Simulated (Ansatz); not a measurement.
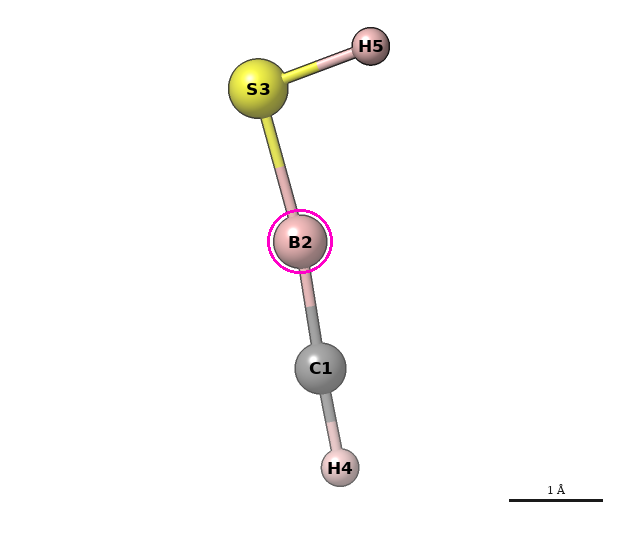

Orthographic view. Depth is shown by fading: the farther an atom, the more it takes the colour of the background. The species has charge +1 and is a spin singlet. Computed geometry: PBE-D4/def2-SVP optimisation. No frequency run is at hand to confirm it as a minimum.

Q: Which atoms are bonded to the circled atom?

A: The circled atom is B2; it is bonded to C1, S3.

Q: Which two atoms are farthest apart in space?

A: H4 and H5, 4.65 Å.

Q: Which atom is nearest the viewer?

A: H5, 0.6 Å in front of the mean position.
